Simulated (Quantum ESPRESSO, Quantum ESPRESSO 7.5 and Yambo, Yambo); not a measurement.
## A GW chain in Yambo: MgO (Fm-3m)

How does a plane-wave GW calculation on MgO (Fm-3m) run from the first input to the gap?

Main program and level: Quantum ESPRESSO 7.5 and Yambo 5.3.0; PBE and many-body steps on it, plane waves.

**The experiments to reproduce.**

- Gap 7.83 eV: literature experimental gap; bulk crystal (quoted in “Electronic structure of alkaline earth and post-transition metal oxides”, 2009, arxiv:0908.1581).

## Step 1: Starting point

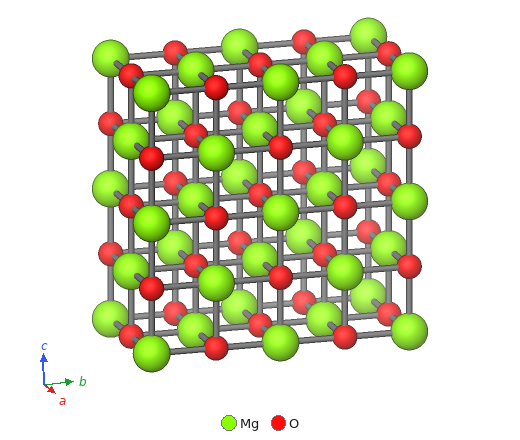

Start, viewed slightly off an axis; magnesium green, oxygen red. 1×2×2 cells are drawn. This picture shows the conventional cell, with its axes. Some periodic images of atoms are drawn too.

The cell and positions are those that the Materials Project relaxed with its own functionals (PBE, PBE+U or r2SCAN), kept fixed.

## Step 2: Ground state

This step: Quantum ESPRESSO 7.5; DFT, PBE, plane waves, norm-conserving pseudopotentials.

The ground-state density comes first.

Contents of pw.in:

```
&control
  calculation = 'scf'
  prefix = 'x'
  outdir = 'o'
  pseudo_dir = 'pseudo'
/
&system
  ibrav = 0
  nat = 2
  ntyp = 2
  ecutwfc = 76.0
  nbnd = 13
  force_symmorphic = .true.
/
&electrons
  conv_thr = 1e-10
  electron_maxstep = 80
  mixing_beta = 0.5
/
ATOMIC_SPECIES
  Mg 24.305 Mg.upf
  O 15.999 O.upf
CELL_PARAMETERS angstrom
  -0.0000000000 2.0970013927 2.0970013927
  2.0970013927 -0.0000000000 2.0970013927
  2.0970013927 2.0970013927 -0.0000000000
ATOMIC_POSITIONS crystal
  Mg 0.0000000000 0.0000000000 0.0000000000
  O 0.5000000000 0.5000000000 0.5000000000
K_POINTS automatic
  8 8 8 0 0 0
```

The run is started by

```sh
> OMP_NUM_THREADS=1 mpirun -n 4 pw.x -nk 4 -in pw.in > pw.out
```

Output:

```text
Program PWSCF v.7.5 starts

     This program is part of the open-source Quantum ESPRESSO suite
     for quantum simulation of materials; please cite
         "P. Giannozzi et al., J. Phys.:Condens. Matter 21 395502 (2009);
         "P. Giannozzi et al., J. Phys.:Condens. Matter 29 465901 (2017);
         "P. Giannozzi et al., J. Chem. Phys. 152 154105 (2020);
     in publications or presentations arising from this work. More details at
     Message from routine setup:
     using ibrav=0 with symmetry is DISCOURAGED, use correct ibrav instead

     G-vector sticks info

     bravais-lattice index     =            0
     lattice parameter (alat)  =       5.6042  a.u.
     unit-cell volume          =     124.4580 (a.u.)^3
     number of atoms/cell      =            2
     number of atomic types    =            2
     number of electrons       =        16.00
     number of Kohn-Sham states=           13
     kinetic-energy cutoff     =      76.0000  Ry
     charge density cutoff     =     304.0000  Ry
     scf convergence threshold =      1.0E-10
     mixing beta               =       0.5000
     number of iterations used =            8  plain     mixing
     Exchange-correlation= PBE
                           (   1   4   3   4   0   0   0)

     celldm(1)=   5.604187  celldm(2)=   0.000000  celldm(3)=   0.000000
     celldm(4)=   0.000000  celldm(5)=   0.000000  celldm(6)=   0.000000

     crystal axes: (cart. coord. in units of alat)
               a(1) = (  -0.000000   0.707107   0.707107 )
               a(2) = (   0.707107  -0.000000   0.707107 )
               a(3) = (   0.707107   0.707107  -0.000000 )

     reciprocal axes: (cart. coord. in units 2 pi/alat)
               b(1) = ( -0.707107  0.707107  0.707107 )
               b(2) = (  0.707107 -0.707107  0.707107 )
               b(3) = (  0.707107  0.707107 -0.707107 )
     Pseudo is Norm-conserving, Zval = 10.0
     Generated using ONCVPSP code by D. R. Hamann
     Using radial grid of 1510 points,  4 beta functions with:
     Pseudo is Norm-conserving + core correction, Zval =  6.0
     Generated using ONCVPSP code by D. R. Hamann
     Using radial grid of  936 points,  5 beta functions with:
     Mg               10.00    24.30500     Mg( 1.00)
     O                 6.00    15.99900     O ( 1.00)

     48 Sym. Ops., with inversion, found

   Cartesian axes

     site n.     atom                  positions (alat units)
         1        Mg     tau(   1) = (   0.0000000   0.0000000   0.0000000  )
         2        O      tau(   2) = (   0.7071068   0.7071068   0.7071068  )

     number of k points=    29
                       cart. coord. in units 2pi/alat
        k(    1) = (   0.0000000   0.0000000   0.0000000), wk =   0.0039062
        k(    2) = (   0.0883883   0.0883883  -0.0883883), wk =   0.0312500
        k(    3) = (   0.1767767   0.1767767  -0.1767767), wk =   0.0312500
        k(    4) = (   0.2651650   0.2651650  -0.2651650), wk =   0.0312500
        k(    5) = (  -0.3535534  -0.3535534   0.3535534), wk =   0.0156250
        k(    6) = (   0.1767767   0.0000000   0.0000000), wk =   0.0234375
        k(    7) = (   0.2651650   0.0883883  -0.0883883), wk =   0.0937500
        k(    8) = (   0.3535534   0.1767767  -0.1767767), wk =   0.0937500
        k(    9) = (  -0.2651650  -0.4419417   0.4419417), wk =   0.0937500
        k(   10) = (  -0.1767767  -0.3535534   0.3535534), wk =   0.0937500
     [... 17 further rows ...]
        k(   28) = (  -0.7071068   0.1767767  -0.0000000), wk =   0.0468750
        k(   29) = (  -0.7071068   0.3535534   0.0000000), wk =   0.0234375

     Dense  grid:    11113 G-vectors     FFT dimensions: (  32,  32,  32)

     Initial potential from superposition of free atoms

     starting charge      15.9992, renormalised to      16.0000
     Starting wfcs are    9 randomized atomic wfcs +    4 random wfcs

     per-process dynamical memory:    13.0 Mb

     Self-consistent Calculation

     iteration #  1     ecut=    76.00 Ry     beta= 0.50

     total energy              =    -151.98565451 Ry
     estimated scf accuracy    <       0.38484898 Ry

     iteration #  2     ecut=    76.00 Ry     beta= 0.50

     total energy              =    -152.09104709 Ry
     estimated scf accuracy    <       0.05835942 Ry

     iteration #  3     ecut=    76.00 Ry     beta= 0.50

     total energy              =    -152.10062289 Ry
     estimated scf accuracy    <       0.00317989 Ry

     iteration #  4     ecut=    76.00 Ry     beta= 0.50

     total energy              =    -152.10079175 Ry
     estimated scf accuracy    <       0.00008100 Ry

     iteration #  5     ecut=    76.00 Ry     beta= 0.50

     total energy              =    -152.10080590 Ry
     estimated scf accuracy    <       0.00000244 Ry

     iteration #  6     ecut=    76.00 Ry     beta= 0.50

     total energy              =    -152.10080622 Ry
     estimated scf accuracy    <       0.00000032 Ry

     iteration #  7     ecut=    76.00 Ry     beta= 0.50

     total energy              =    -152.10080622 Ry
     estimated scf accuracy    <       0.00000004 Ry

     iteration #  8     ecut=    76.00 Ry     beta= 0.50

     total energy              =    -152.10080623 Ry
     estimated scf accuracy    <          2.6E-09 Ry

     iteration #  9     ecut=    76.00 Ry     beta= 0.50

     End of self-consistent calculation

          k = 0.0000 0.0000 0.0000 (  1411 PWs)   bands (ev):

   -64.1039 -30.8548 -30.8548 -30.8548  -9.0394   8.2133   8.2133   8.2133
    13.1081  24.2494  24.2494  24.2494  28.0511

          k = 0.0884 0.0884-0.0884 (  1405 PWs)   bands (ev):

   -64.1025 -30.8681 -30.8561 -30.8561  -8.8674   7.2649   8.1108   8.1108
    14.0128  22.5118  24.6067  24.6067  29.0607

          k = 0.1768 0.1768-0.1768 (  1390 PWs)   bands (ev):

   -64.0993 -30.8995 -30.8593 -30.8593  -8.4208   5.5520   7.8738   7.8738
    15.4521  20.9345  25.0825  25.0825  28.6544

          k = 0.2652 0.2652-0.2652 (  1410 PWs)   bands (ev):

     [... further k-points ...]

     highest occupied, lowest unoccupied level (ev):     8.2133   13.1081

!    total energy              =    -152.10080623 Ry
     estimated scf accuracy    <          3.6E-11 Ry

     The total energy is the sum of the following terms:
     one-electron contribution =     -73.72474351 Ry
     hartree contribution      =      41.30826807 Ry
     xc contribution           =     -24.50956510 Ry
     ewald contribution        =     -95.17476569 Ry

     convergence has been achieved in   9 iterations

     XML data file, charge density, pseudopotentials, collected wavefunctions

=------------------------------------------------------------------------------=
   JOB DONE.
=------------------------------------------------------------------------------=
```

The job ended after 2.2 s (4 MPI ranks of Arm Neoverse V1, shared host; peak memory 0.19 GiB; 8.5 s of CPU time).

This step gave:

```
total energy               : -2069.4369 eV
gap                        : 4.895 eV
k of the valence top       : 0, 0, 0
k of the conduction bottom : 0, 0, 0
least direct gap           : 4.895 eV
```

The gap is direct, at Γ.

## Step 3: Bands along the symmetry lines

Levels along a band path, at the cheap level, show where the edges lie and whether the meshes to come will hold them.

Contents of pw.in:

```
&control
  calculation = 'bands'
  prefix = 'x'
  outdir = 'o'
  pseudo_dir = 'pseudo'
/
&system
  ibrav = 0
  nat = 2
  ntyp = 2
  ecutwfc = 76.0
  nbnd = 14
  force_symmorphic = .true.
/
&electrons
  conv_thr = 1e-9
  electron_maxstep = 80
  diago_full_acc = .true.
  diago_thr_init = 5e-6
/
ATOMIC_SPECIES
  Mg 24.305 Mg.upf
  O 15.999 O.upf
CELL_PARAMETERS angstrom
  -0.0000000000 2.0970013927 2.0970013927
  2.0970013927 -0.0000000000 2.0970013927
  2.0970013927 2.0970013927 -0.0000000000
ATOMIC_POSITIONS crystal
  Mg 0.0000000000 0.0000000000 0.0000000000
  O 0.5000000000 0.5000000000 0.5000000000
K_POINTS crystal
  50
  0.00000000 0.00000000 0.00000000 1
  0.06250000 0.00000000 0.06250000 1
  0.12500000 0.00000000 0.12500000 1
  0.18750000 0.00000000 0.18750000 1
  0.25000000 0.00000000 0.25000000 1
  0.31250000 0.00000000 0.31250000 1
  0.37500000 0.00000000 0.37500000 1
  0.43750000 0.00000000 0.43750000 1
  0.50000000 0.00000000 0.50000000 1
  0.51562500 0.03125000 0.51562500 1
  0.53125000 0.06250000 0.53125000 1
  0.54687500 0.09375000 0.54687500 1
  0.56250000 0.12500000 0.56250000 1
  0.57812500 0.15625000 0.57812500 1
  0.59375000 0.18750000 0.59375000 1
  0.60937500 0.21875000 0.60937500 1
  0.62500000 0.25000000 0.62500000 1
  0.37500000 0.37500000 0.75000000 1
  0.32812500 0.32812500 0.65625000 1
  0.28125000 0.28125000 0.56250000 1
  0.23437500 0.23437500 0.46875000 1
  0.18750000 0.18750000 0.37500000 1
  0.14062500 0.14062500 0.28125000 1
  0.09375000 0.09375000 0.18750000 1
  0.04687500 0.04687500 0.09375000 1
  0.00000000 0.00000000 0.00000000 1
  0.06250000 0.06250000 0.06250000 1
  0.12500000 0.12500000 0.12500000 1
  0.18750000 0.18750000 0.18750000 1
  0.25000000 0.25000000 0.25000000 1
  0.31250000 0.31250000 0.31250000 1
  0.37500000 0.37500000 0.37500000 1
  0.43750000 0.43750000 0.43750000 1
  0.50000000 0.50000000 0.50000000 1
  0.50000000 0.46875000 0.53125000 1
  0.50000000 0.43750000 0.56250000 1
  0.50000000 0.40625000 0.59375000 1
  0.50000000 0.37500000 0.62500000 1
  0.50000000 0.34375000 0.65625000 1
  0.50000000 0.31250000 0.68750000 1
  0.50000000 0.28125000 0.71875000 1
  0.50000000 0.25000000 0.75000000 1
  0.50000000 0.21875000 0.71875000 1
  0.50000000 0.18750000 0.68750000 1
  0.50000000 0.15625000 0.65625000 1
  0.50000000 0.12500000 0.62500000 1
  0.50000000 0.09375000 0.59375000 1
  0.50000000 0.06250000 0.56250000 1
  0.50000000 0.03125000 0.53125000 1
  0.50000000 0.00000000 0.50000000 1
```

Output:

```text
[banner, memory and clock lines left out]
Program PWSCF v.7.5 starts

     Atomic positions and unit cell read from directory:
     o/x.save/

     Message from routine setup:
     using ibrav=0 with symmetry is DISCOURAGED, use correct ibrav instead

     G-vector sticks info

     bravais-lattice index     =            0
     lattice parameter (alat)  =       5.6042  a.u.
     unit-cell volume          =     124.4580 (a.u.)^3
     number of atoms/cell      =            2
     number of atomic types    =            2
     number of electrons       =        16.00
     number of Kohn-Sham states=           14
     kinetic-energy cutoff     =      76.0000  Ry
     charge density cutoff     =     304.0000  Ry
     Exchange-correlation= PBE
                           (   1   4   3   4   0   0   0)

     celldm(1)=   5.604187  celldm(2)=   0.000000  celldm(3)=   0.000000
     celldm(4)=   0.000000  celldm(5)=   0.000000  celldm(6)=   0.000000

     crystal axes: (cart. coord. in units of alat)
               a(1) = (  -0.000000   0.707107   0.707107 )
               a(2) = (   0.707107  -0.000000   0.707107 )
               a(3) = (   0.707107   0.707107  -0.000000 )

     reciprocal axes: (cart. coord. in units 2 pi/alat)
               b(1) = ( -0.707107  0.707107  0.707107 )
               b(2) = (  0.707107 -0.707107  0.707107 )
               b(3) = (  0.707107  0.707107 -0.707107 )
     Pseudo is Norm-conserving, Zval = 10.0
     Generated using ONCVPSP code by D. R. Hamann
     Using radial grid of 1510 points,  4 beta functions with:
     Pseudo is Norm-conserving + core correction, Zval =  6.0
     Generated using ONCVPSP code by D. R. Hamann
     Using radial grid of  936 points,  5 beta functions with:
     Mg               10.00    24.30500     Mg( 1.00)
     O                 6.00    15.99900     O ( 1.00)

     48 Sym. Ops., with inversion, found

   Cartesian axes

     site n.     atom                  positions (alat units)
         1        Mg     tau(   1) = (   0.0000000   0.0000000   0.0000000  )
         2        O      tau(   2) = (   0.7071068   0.7071068   0.7071068  )

     number of k points=    50
                       cart. coord. in units 2pi/alat
        k(    1) = (   0.0000000   0.0000000   0.0000000), wk =   0.0400000
        k(    2) = (   0.0000000   0.0883883   0.0000000), wk =   0.0400000
        k(    3) = (   0.0000000   0.1767767   0.0000000), wk =   0.0400000
[...]
[... 38 further rows ...]
        k(   49) = (   0.0441942   0.7071068   0.0000000), wk =   0.0400000
        k(   50) = (   0.0000000   0.7071068   0.0000000), wk =   0.0400000

     Dense  grid:    11113 G-vectors     FFT dimensions: (  32,  32,  32)

     The potential is recalculated from file :
     o/x.save/charge-density

     Starting wfcs are    9 randomized atomic wfcs +    5 random wfcs

     Band Structure Calculation

     End of band structure calculation

          k = 0.0000 0.0000 0.0000 (  1411 PWs)   bands (ev):

   -64.1039 -30.8549 -30.8549 -30.8549  -9.0394   8.2133   8.2133   8.2133
    13.1082  24.2494  24.2494  24.2494  28.0511  30.0888

          k = 0.0000 0.0884 0.0000 (  1399 PWs)   bands (ev):

   -64.1035 -30.8580 -30.8558 -30.8558  -8.9808   7.9049   8.1517   8.1517
    13.4594  23.4237  24.3842  24.3842  29.0710  29.1425

          k = 0.0000 0.1768 0.0000 (  1399 PWs)   bands (ev):

   -64.1021 -30.8672 -30.8591 -30.8591  -8.8133   7.1868   7.9813   7.9813
    14.3084  22.0059  24.7577  24.7577  27.3189  30.5759

          k =-0.0000 0.2652 0.0000 (  1383 PWs)   bands (ev):

[...]
k = 0.0000 0.4419-0.0000 (  1383 PWs)   bands (ev):

[...]
k =-0.0000 0.5303 0.0000 (  1379 PWs)   bands (ev):

[...]
k = 0.0000 0.6187-0.0000 (  1383 PWs)   bands (ev):

[...]
k = 0.4640 0.4640-0.0000 (  1384 PWs)   bands (ev):

[...]
k = 0.3315 0.3315-0.0000 (  1388 PWs)   bands (ev):

[...]
k = 0.3094 0.7071-0.0000 (  1402 PWs)   bands (ev):

[...]
k = 0.2210 0.7071-0.0000 (  1398 PWs)   bands (ev):

[...]
k = 0.1768 0.7071-0.0000 (  1390 PWs)   bands (ev):

[...]
k = 0.0442 0.7071 0.0000 (  1380 PWs)   bands (ev):

   -64.0917 -30.9300 -30.8848 -30.8845  -7.4587   4.1431   6.8236   6.8457
    17.5205  18.4285  21.4225  27.2705  27.4429  34.1183

          k = 0.0000 0.7071 0.0000 (  1362 PWs)   bands (ev):

   -64.0917 -30.9301 -30.8842 -30.8842  -7.4612   4.1242   6.8628   6.8628
    17.4582  18.3678  21.4446  27.4034  27.4034  34.0357

     XML data file, pseudopotentials, collected wavefunctions
```

Run time: 1.4 s. Hardware: 4 MPI ranks; peak memory 0.05 GiB.

Numbers from this step:

| Property | Result |
| --- | --- |
| gap | 4.895 eV |
| k of the valence top | 0, 0, 0 |
| k of the conduction bottom | 0, 0, 0 |
| least direct gap | 4.895 eV |

The gap is 4.895 eV, as in the run before at this level.

Electronic bands along the path, in eV, zero at the top of the highest filled band; v1 is the highest filled band, c1 the lowest empty one:

```
    point      v4     v3     v2     v1     c1     c2     c3     c4
        Γ  -17.25   0.00   0.00   0.00   4.89  16.04  16.04  16.04
        X  -15.67  -4.09  -1.35  -1.35   9.24  10.15  13.23  19.19
        U  -15.65  -3.50  -2.72  -1.14  10.22  11.95  12.66  18.34
jump to K  -15.65  -3.50  -2.72  -1.14  10.22  11.95  12.66  18.34
        Γ  -17.25   0.00   0.00   0.00   4.89  16.04  16.04  16.04
        L  -15.90  -4.64  -0.65  -0.65   8.02  12.76  16.49  16.49
        W  -15.61  -2.96  -2.96  -1.78  11.77  11.77  12.35  15.74
        X  -15.67  -4.09  -1.35  -1.35   9.24  10.15  13.23  19.19
```

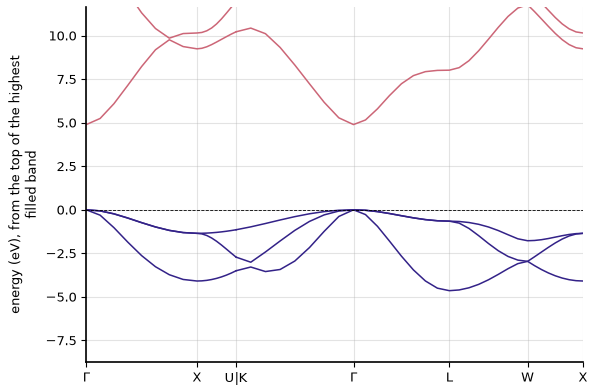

Electronic bands along the path; lines of filled and empty bands in two colours.

## Step 4: Empty states on the mesh, 4×4×4 mesh, 49 bands

The sums over transitions need many empty states on a uniform mesh; this step solves for them.

Contents of pw.in:

```
&control
  calculation = 'nscf'
  prefix = 'x'
  outdir = 'o'
  pseudo_dir = 'pseudo'
/
&system
  ibrav = 0
  nat = 2
  ntyp = 2
  ecutwfc = 76.0
  nbnd = 49
  force_symmorphic = .true.
/
&electrons
  conv_thr = 1e-9
  electron_maxstep = 80
  diago_full_acc = .true.
  diago_thr_init = 5e-6
/
ATOMIC_SPECIES
  Mg 24.305 Mg.upf
  O 15.999 O.upf
CELL_PARAMETERS angstrom
  -0.0000000000 2.0970013927 2.0970013927
  2.0970013927 -0.0000000000 2.0970013927
  2.0970013927 2.0970013927 -0.0000000000
ATOMIC_POSITIONS crystal
  Mg 0.0000000000 0.0000000000 0.0000000000
  O 0.5000000000 0.5000000000 0.5000000000
K_POINTS automatic
  4 4 4 0 0 0
```

Output:

```text
[banner, memory and clock lines left out]
Program PWSCF v.7.5 starts

     Atomic positions and unit cell read from directory:
     o/x.save/

     Message from routine setup:
     using ibrav=0 with symmetry is DISCOURAGED, use correct ibrav instead

     G-vector sticks info

     bravais-lattice index     =            0
     lattice parameter (alat)  =       5.6042  a.u.
     unit-cell volume          =     124.4580 (a.u.)^3
     number of atoms/cell      =            2
     number of atomic types    =            2
     number of electrons       =        16.00
     number of Kohn-Sham states=           49
     kinetic-energy cutoff     =      76.0000  Ry
     charge density cutoff     =     304.0000  Ry
     Exchange-correlation= PBE
                           (   1   4   3   4   0   0   0)

     celldm(1)=   5.604187  celldm(2)=   0.000000  celldm(3)=   0.000000
     celldm(4)=   0.000000  celldm(5)=   0.000000  celldm(6)=   0.000000

     crystal axes: (cart. coord. in units of alat)
               a(1) = (  -0.000000   0.707107   0.707107 )
               a(2) = (   0.707107  -0.000000   0.707107 )
               a(3) = (   0.707107   0.707107  -0.000000 )

     reciprocal axes: (cart. coord. in units 2 pi/alat)
               b(1) = ( -0.707107  0.707107  0.707107 )
               b(2) = (  0.707107 -0.707107  0.707107 )
               b(3) = (  0.707107  0.707107 -0.707107 )
     Pseudo is Norm-conserving, Zval = 10.0
     Generated using ONCVPSP code by D. R. Hamann
     Using radial grid of 1510 points,  4 beta functions with:
     Pseudo is Norm-conserving + core correction, Zval =  6.0
     Generated using ONCVPSP code by D. R. Hamann
     Using radial grid of  936 points,  5 beta functions with:
     Mg               10.00    24.30500     Mg( 1.00)
     O                 6.00    15.99900     O ( 1.00)

     48 Sym. Ops., with inversion, found

   Cartesian axes

     site n.     atom                  positions (alat units)
         1        Mg     tau(   1) = (   0.0000000   0.0000000   0.0000000  )
         2        O      tau(   2) = (   0.7071068   0.7071068   0.7071068  )

     number of k points=     8
                       cart. coord. in units 2pi/alat
        k(    1) = (   0.0000000   0.0000000   0.0000000), wk =   0.0312500
        k(    2) = (   0.1767767   0.1767767  -0.1767767), wk =   0.2500000
        k(    3) = (  -0.3535534  -0.3535534   0.3535534), wk =   0.1250000
[...]
k(    7) = (  -0.7071068   0.0000000   0.0000000), wk =   0.0937500
        k(    8) = (  -0.7071068   0.3535534   0.0000000), wk =   0.1875000

     Dense  grid:    11113 G-vectors     FFT dimensions: (  32,  32,  32)

     The potential is recalculated from file :
     o/x.save/charge-density

     Starting wfcs are    9 randomized atomic wfcs +   40 random wfcs

     Band Structure Calculation

     End of band structure calculation

          k = 0.0000 0.0000 0.0000 (  1411 PWs)   bands (ev):

   -64.1039 -30.8549 -30.8549 -30.8549  -9.0394   8.2133   8.2133   8.2133
    13.1082  24.2494  24.2494  24.2494  28.0510  30.0888  30.0888  32.7919
    32.7919  32.7919  46.8852  46.8852  46.8852  47.6505  59.3157  59.3157
[...]
92.3242

          k = 0.1768 0.1768-0.1768 (  1390 PWs)   bands (ev):

[...]
94.6608

          k =-0.3536-0.3536 0.3536 (  1404 PWs)   bands (ev):

[...]
69.3887  71.2449  72.8234  75.7820  76.5837  76.5837  81.5574  81.5574
    87.2800  87.8642  89.3628  89.3628  90.7232  90.7232  91.9836 100.8460
   100.8460

          k = 0.3536 0.0000 0.0000 (  1387 PWs)   bands (ev):

     [... further k-points ...]

     highest occupied, lowest unoccupied level (ev):     8.2133   13.1082

     XML data file, pseudopotentials, collected wavefunctions
```

Wall time 1.3 s (4 MPI ranks); peak memory 0.05 GiB.

Numbers from this step:

```yaml
gap: 4.895 eV
k_of_the_valence_top: 0, 0, 0
k_of_the_conduction_bottom: 0, 0, 0
least_direct_gap: 4.895 eV
k_points_computed: 8
lowest_point_of_the_top_converged_band_above_the_valence_top: 84.1108 eV
```

On this mesh the gap is 4.895 eV.

(Part 1 of 2 ends here.)

[Paths, hosts, dates, memory and timing lines, banners, echoed tables and standing remarks are left out of the program output.]

[Logs are printed without paths, hosts, clocks, repeated set-up lines and the standing remarks that a program may print on its own settings, such as how far it seeks lower states.]

[Runs of the session that timed out or met a known fault of the program may be left out.]

[Hosts, paths, dates, database ids (printed as entryN), source tags and the programs' standing remarks are cut or masked in the printed files.]
